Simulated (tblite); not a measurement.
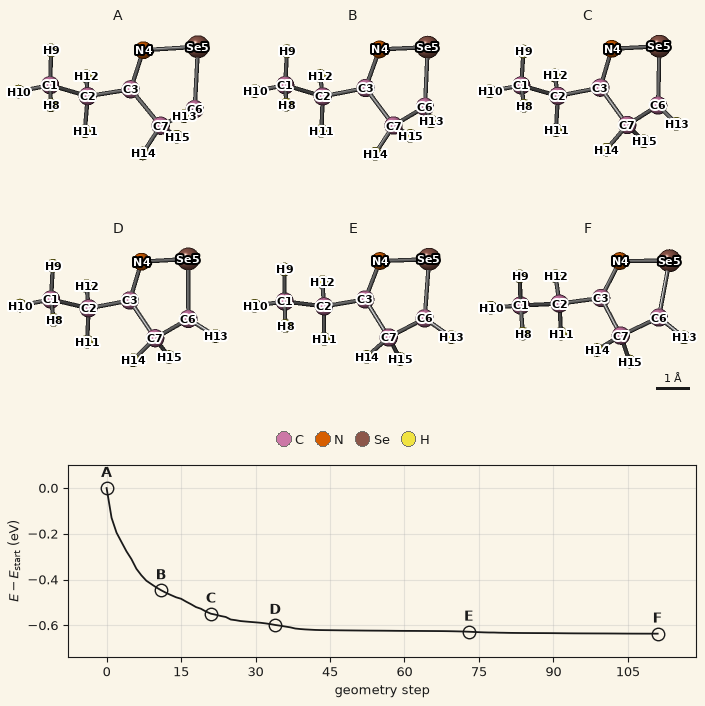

Frames of a relaxation of C5H8NSe (multiplicity 2), marked on the history of the run. The picture is a ball-and-stick view, seen at a tilt.

Level of theory: tblite, GFN2-xTB geometry optimisation, gas phase. 

Question: Describe the path.

Answer: After 111 geometry steps the energy has fallen by 0.636 eV. The largest move after the best rigid fit is that of H13, 1.07 Å. Largest moves by element: H 1.07 Å, C 0.49 Å, N 0.39 Å, Se 0.15 Å. Some distances before and after: Se5–C6 1.936 → 1.846 Å, C6–H13 1.123 → 1.073 Å, N4–Se5 1.865 → 1.816 Å, C1–H10 1.122 → 1.087 Å. Bond angles that change, for instance: C7–C6–H13 109.8° → 123.3°, Se5–C6–H13 108.1° → 121.3°, Se5–C6–C7 107.3° → 111.3°. Groups turn about C2–C3 by about 40°. From step 0 to 11: H13 moves most (0.40 Å), energy −0.447 eV. From step 11 to 21: H13 moves most (0.38 Å), energy −0.102 eV. From step 21 to 34: H13 moves most (0.39 Å), energy −0.049 eV. From step 34 to 73: Se and H atoms move most (0.24 Å), energy −0.029 eV. From step 73 to 111: H atoms move most (0.29 Å), energy −0.008 eV.
